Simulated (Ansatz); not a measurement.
Input

```
crystal:
  periodic: [false, false, false]
  atoms:
    - {symbol: F, position_ang: [0.786152, -1.028356, -0.245339]}
    - {symbol: F, position_ang: [0.610652, 1.420406, 0.198109]}
    - {symbol: S, position_ang: [1.288686, 0.392569, -0.875331]}
basis:
  gaussian:
    orbitals: def2-TZVPD
magnetization:
  spin_polarized: false
hamiltonian:
  xc: pbe0
output: {forces: true, orbitals: {seedname: orbitals}}
```

Run with:

```sh
ansatz run input.yaml --threads 1 --pin off --max-ram 2610MiB --events-out events.jsonl --progress --plain --runs-dir runs
```

Geometry: B3LYP-D3(BJ)/6-311G**.

Method: isolated molecule in a Gaussian basis; Kohn-Sham density functional theory, functional PBE0 (Ansatz 0.2.0).

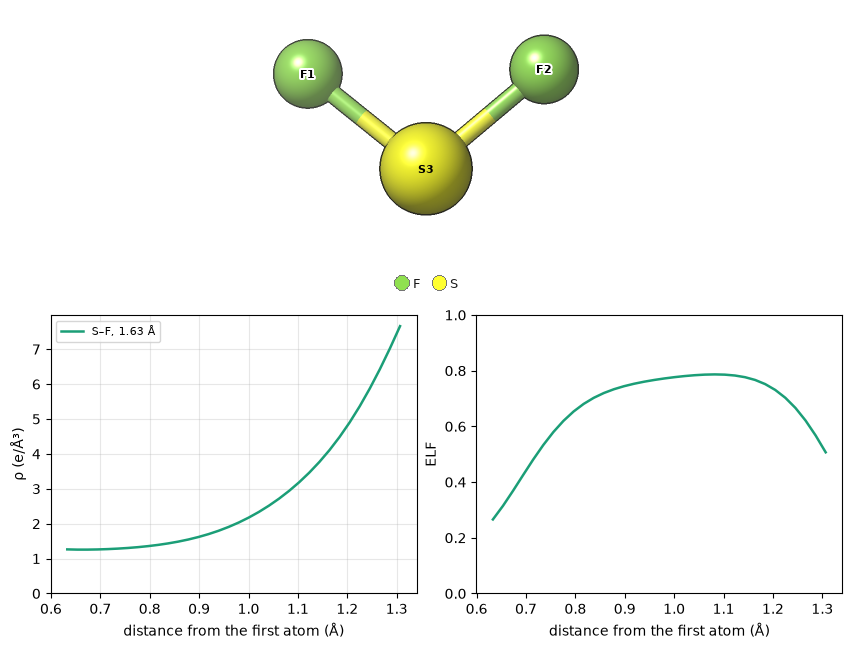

F₂S (SMILES FSF). Total electron density and electron localisation function along straight lines between neighbouring atoms. The curves leave out the atomic cores. The structure is drawn too.

Q: What can be read from the curves?

A: S–F (1.63 Å): the density is about 1.4 e/Å³ at the midpoint; the ELF peaks at about 0.80 between the atoms (a shared but strongly polarised pair).
